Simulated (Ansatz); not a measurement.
A series of calculations on C2H9NSi2

## 1. Relaxation

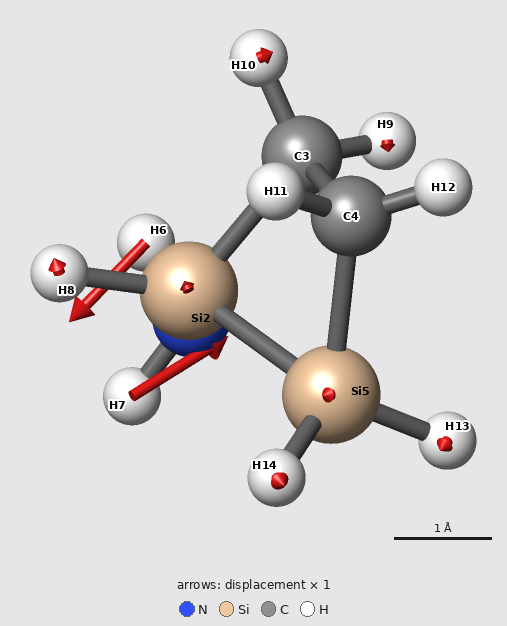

This is a relaxation of C$_{2}$H$_{9}$NSi$_{2}$. The starting structure is drawn; red arrows show the displacements, at their true length. The two geometries are superimposed by the best rigid fit.

The picture is a ball-and-stick view, seen from a free direction.

The run prepares an end point of a later path (torsion) calculation, from a guessed geometry.

The calculation used RKS B3LYP-D4/def2-SVP in Ansatz. Settings: no spin polarisation; force threshold 0.015 eV/Å; at most 40 steps.

Question: Which element moves most?

Answer: Hydrogen: up to 1.26 Å, against 0.39 Å for nitrogen.

Question: What did the optimiser do to the structure, and how much energy did it gain?

Answer: The largest move after the best rigid fit is that of an H atom, 1.26 Å. By element the largest moves are H 1.26 Å, N 0.39 Å, Si 0.13 Å, C 0.07 Å. Some distances before and after: Si–Si 2.249 → 2.361 Å, N–Si 1.649 → 1.730 Å, C–H 1.166 → 1.104 Å, H–Si 1.434 → 1.495 Å. Bond angles that change, for instance: H–N–H 100.3° → 111.4°, Si–Si–H 116.4° → 127.1°, N–Si–Si 119.1° → 129.4°. The energy falls by 0.779 eV in 17 accepted moves (19 points after the start). The largest force component goes from 4.7 to 0.013 eV/Å. The line search rejected the trial steps at points 3, 8 of the run.

## 2. Relaxation

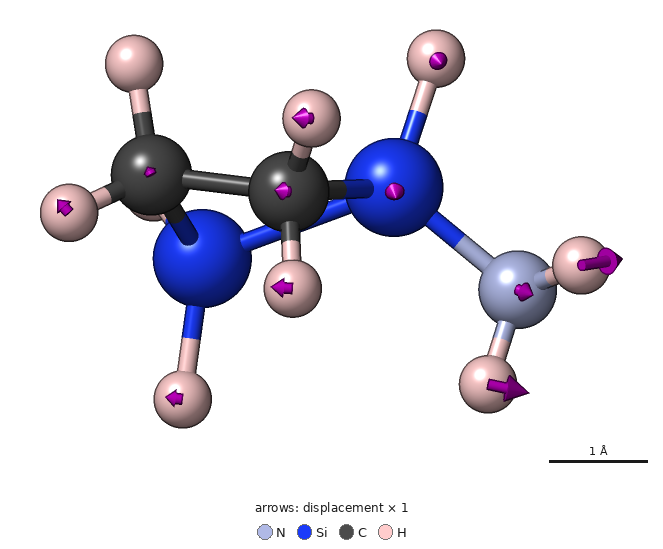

This is a relaxation of C2H9NSi2. The starting structure is drawn; purple arrows show the displacements, at their true length. The two geometries are superimposed by the best rigid fit.

Style: ball-and-stick. Shown from a free direction.

The run prepares an end point of a later path (torsion) calculation, from a guessed geometry.

Theory: RKS B3LYP-D4/def2-SVP in Ansatz 0.2.0. (no spin polarisation; force threshold 0.015 eV/Å; at most 40 steps)

Which element moves most?

Answer. Hydrogen: up to 0.62 Å, against 0.21 Å for silicon.

Describe the change and its energy.

Answer. The energy falls by 18.3 kcal/mol in 8 geometry steps. Largest force component: 4.6 eV/Å at the start, 0.0043 eV/Å at the end. An H atom moves most after the best rigid fit: 0.62 Å. By element the largest moves are H 0.62 Å, Si 0.21 Å, N 0.21 Å, C 0.18 Å. Some distances before and after: Si–Si 2.249 → 2.349 Å, N–Si 1.649 → 1.727 Å, C–H 1.166 → 1.104 Å, H–Si 1.434 → 1.495 Å. Among the angles between lasting bonds that change: H–N–H 100.3° → 112.1°, N–Si–C 112.2° → 122.9°, Si–N–H 112.1° → 122.6°. Cost: 37 s on 2 threads of Arm Neoverse V1, on a shared host, peak memory 0.3 GiB.

## 3. Path

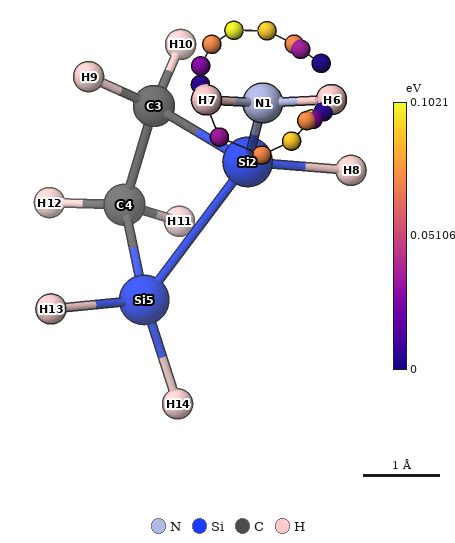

A search for the minimum-energy path of C2H9NSi2 by the nudged elastic band. Images are numbered from 0 (start) to 8 (end). The start is drawn whole; smaller spheres mark the moving atoms (H) in the later images, joined by lines and coloured by the energy of the image relative to the start. A ball-and-stick model, seen from a free direction.

All numbers below come from RKS B3LYP-D4/def2-SVP (Ansatz 0.2.0). Settings: 7 movable images; climbing image; force threshold 0.05 eV/Å; iteration limit 60; starting path by image-dependent pair potential.

**Describe the path and its energy.**

The motion is a rotation about the N1–Si2 bond by about 160°. No bond forms or breaks between the ends. Among the angles between lasting bonds that change up to the highest image: N1–Si2–H8 105.8° → 112.8°, N1–Si2–C3 118.7° → 114.6°. The two ends have nearly the same energy, and the highest point, image 4, lies 0.102 eV above the start. The band is converged. At the top, the vibrational analysis gives one imaginary mode (212i cm⁻¹), as a transition state must have.

Cost: 7 min on 2 threads of Arm Neoverse V1, with other jobs on the host, peak memory 0.3 GiB.
